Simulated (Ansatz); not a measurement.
**ClF2HSn (SMILES [F][SnH]([F])[Cl]): one structure at several levels**

The atoms stand at a structure displaced at random from a GFN2-xTB minimum. How far do the functionals agree with CCSD(T) there?

The runs use Ansatz 0.2.0, Gaussian basis; single points in def2-TZVPP.

Cores are frozen in the correlated methods. Filled d shells of the heavier atoms are correlated. Core potentials replace the inner electrons past krypton, and spin-orbit coupling is left out.

**1. Where the work starts**

SMILES `[F][SnH]([F])[Cl]`, 5 atoms, charge 0, spin multiplicity 1.

Atoms are counted from 1 here; the program's logs count them from 0.

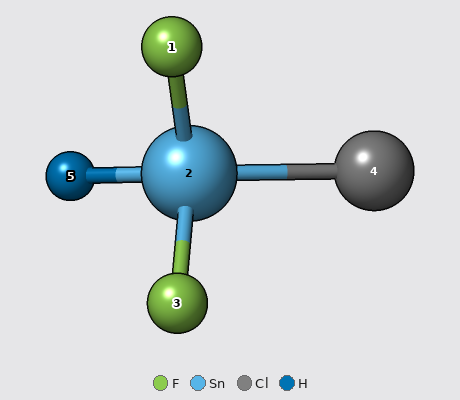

Start geometry, drawn with colours as in the key; atoms are numbered from 1 in the order of the file.

Coordinates:

```
F    -0.2236   -0.8220    1.6662
Sn    0.1693   -0.0986   -0.1123
F    -0.2128    1.8241    0.1065
Cl   -1.5742   -0.8174   -1.3847
H     1.8543   -0.1940   -0.2755
```

**2. CCSD(T)/def2-TZVPP**

run/in.yaml

```yaml
crystal:
  periodic: [false, false, false]
  atoms:
    - {symbol: F, position_ang: [-0.223600, -0.822000, 1.666200]}
    - {symbol: Sn, position_ang: [0.169300, -0.098600, -0.112300]}
    - {symbol: F, position_ang: [-0.212800, 1.824100, 0.106500]}
    - {symbol: Cl, position_ang: [-1.574200, -0.817400, -1.384700]}
    - {symbol: H, position_ang: [1.854300, -0.194000, -0.275500]}
basis:
  gaussian: {orbitals: def2-TZVPP}
correlation: {method: ccsd_t}
```

The command line of these runs was not kept.

**3. PBE0-D4/def2-TZVPP**

run/in.yaml, as its differences from that of step 2:

```diff
@@ -10,2 +10,3 @@
   gaussian: {orbitals: def2-TZVPP}
-correlation: {method: ccsd_t}
+hamiltonian: {xc: pbe0, dispersion: d4}
+output: {forces: true, orbitals: {seedname: orbitals}}
```

**4. wB97M-V/def2-TZVPP**

run/in.yaml, as its differences from that of step 3:

```diff
@@ -10,3 +10,3 @@
   gaussian: {orbitals: def2-TZVPP}
-hamiltonian: {xc: pbe0, dispersion: d4}
-output: {forces: true, orbitals: {seedname: orbitals}}
+hamiltonian: {xc: {name: wB97M-V}}
+output: {forces: true}
```

**5. r2SCAN-D4/def2-TZVPP**

run/in.yaml, as its differences from that of step 4:

```diff
@@ -10,3 +10,3 @@
   gaussian: {orbitals: def2-TZVPP}
-hamiltonian: {xc: {name: wB97M-V}}
+hamiltonian: {xc: r2scan, dispersion: d4}
 output: {forces: true}
```

**6. PBE-D4/def2-TZVPP**

run/in.yaml, as its differences from that of step 5:

```diff
@@ -10,3 +10,3 @@
   gaussian: {orbitals: def2-TZVPP}
-hamiltonian: {xc: r2scan, dispersion: d4}
+hamiltonian: {xc: pbe, dispersion: d4}
 output: {forces: true}
```

**7. BHLYP-D4/def2-TZVPP**

run/in.yaml, as its differences from that of step 6:

```diff
@@ -10,3 +10,3 @@
   gaussian: {orbitals: def2-TZVPP}
-hamiltonian: {xc: pbe, dispersion: d4}
+hamiltonian: {xc: {name: BHLYP}, dispersion: d4}
 output: {forces: true}
```

**8. HSE06-D4/def2-TZVPP**

run/in.yaml, as its differences from that of step 7:

```diff
@@ -10,3 +10,3 @@
   gaussian: {orbitals: def2-TZVPP}
-hamiltonian: {xc: {name: BHLYP}, dispersion: d4}
+hamiltonian: {xc: hse06, dispersion: d4}
 output: {forces: true}
```

(Steps that only read results are left out.)

What does the calculation give? Wanted: energy less free atoms, CCSD(T)/def2-TZVPP; RMS force component; HOMO and LUMO, PBE0-D4; T1 diagnostic.

As calculated:

```
                                  quantity                                 value
energy less free atoms, CCSD(T)/def2-TZVPP                       -338.1 kcal/mol
                       RMS force component  0.563 to 0.955 eV/Å over the methods
                    HOMO and LUMO, PBE0-D4                   -10.12 and -2.68 eV
                             T1 diagnostic                                 0.014
```

What this shows: Against CCSD(T) the functionals' energies less atoms differ by -20.6 to +13.8 kcal/mol, PBE-D4 by -20.6 kcal/mol. The reference is not at the basis limit: in triple zeta CCSD(T) underbinds, which counts against methods that bind more; the gaps are no ranking. No sound CCSD(T) forces are at hand. Among the functionals the RMS force differs by up to 70 %.
